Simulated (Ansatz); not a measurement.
# CH3NOSi (SMILES N[Si]#CO): what the fields show

```xyz
7

N    -0.8382    1.5733    0.1937
Si    0.0824    0.4490   -0.7766
C     0.2459   -1.0985    0.0118
O     0.9677   -2.1445    0.2783
H    -1.3736    2.2997   -0.2841
H    -1.2175    1.3664    1.1189
H     0.4881   -2.9728    0.0277
```

All numbers below come from Ansatz 0.2.0, RKS PBE-D4/def2-SVP.

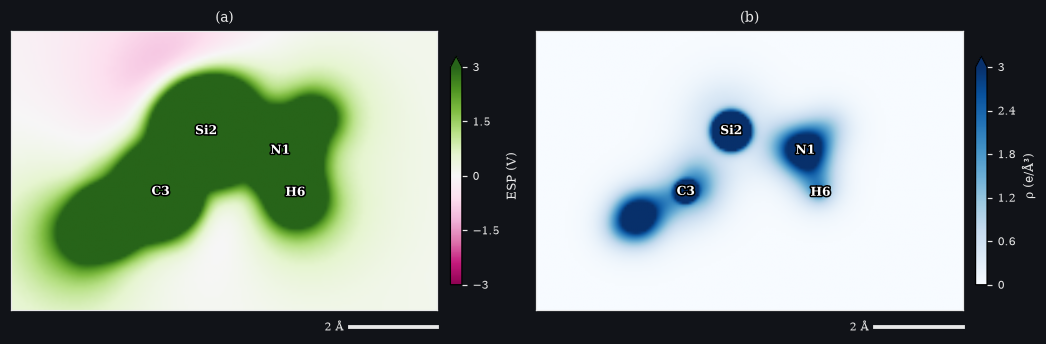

Figure 1. (a) molecular electrostatic potential; (b) electron density on the plane of atoms Si2, N1 and H6.

What do the fields say about this system?

- The section cuts through N, Si, C and H sites.
- C–Si (1.74 Å): the density is about 0.93 e/Å³ at the midpoint.
- Si–N (1.75 Å): the density is about 1 e/Å³ at the midpoint.
- N–H (1.02 Å): ρ is about 2.7 e/Å³ halfway.
- Outside the dense part of the molecule the potential is most negative (−0.9 V) near Si2.

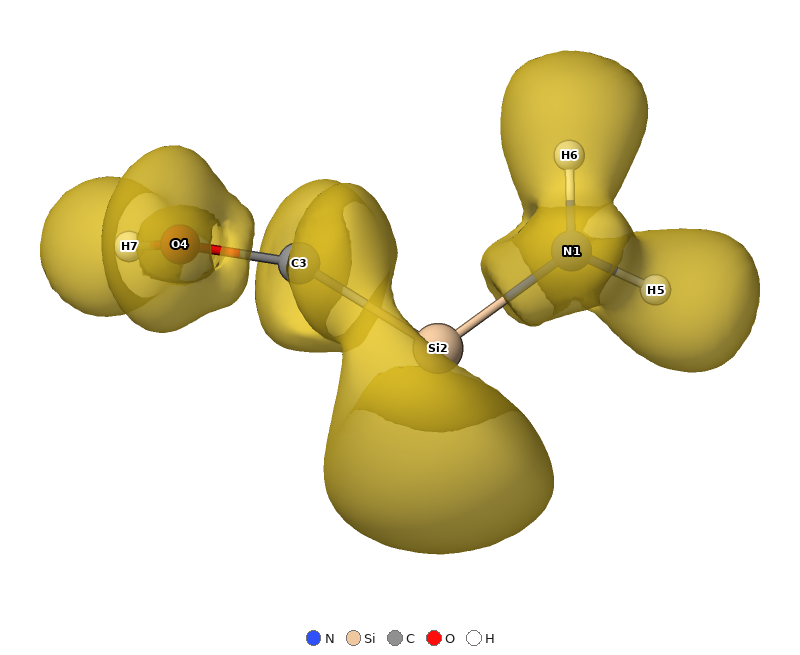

Figure 2. Isosurface of the electron localisation function at 0.75 (yellow), seen across its widest extent. Only the valence region is drawn (cores and ρ < 0.01 e/Å³ removed).

What do the ELF domains correspond to?

The surface consists of one joined region spread over several atoms (C, Si), in which their bonds and any lone pairs are merged, one joined region spread over several atoms (H, N), in which their bonds and any lone pairs are merged and one joined region spread over several atoms (H, O), in which their bonds and any lone pairs are merged. Along the contacts the grid gives the following. C–O (1.30 Å): the ELF peaks at about 0.90 between the atoms; a shared but strongly polarised pair. C–Si (1.74 Å): the ELF peaks at about 0.90 between the atoms; a covalent bond.

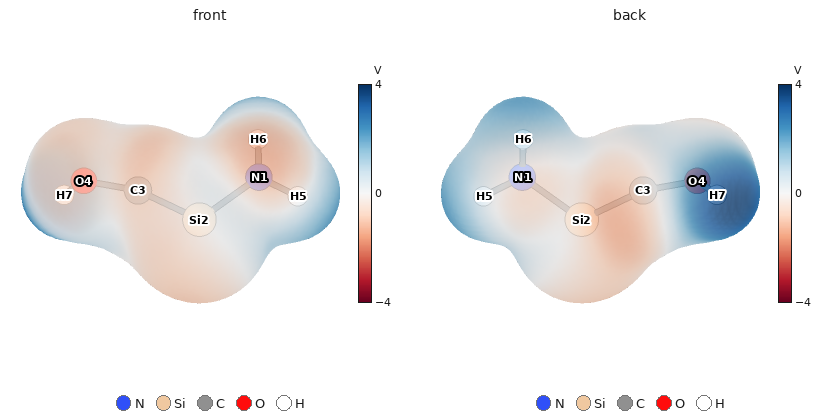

Figure 3. The molecular electrostatic potential painted on the density surface at 0.004 e/bohr³, seen from the front and from behind; the colour scale runs from red (negative) to blue (positive).

Which sites attract a positive test charge, and which a negative one?

A positive charge is drawn to the negative regions and a negative charge to the positive ones. The most negative region (about −1.4 V) lies over N1 and C3, the most positive (about +3.7 V) over H7.
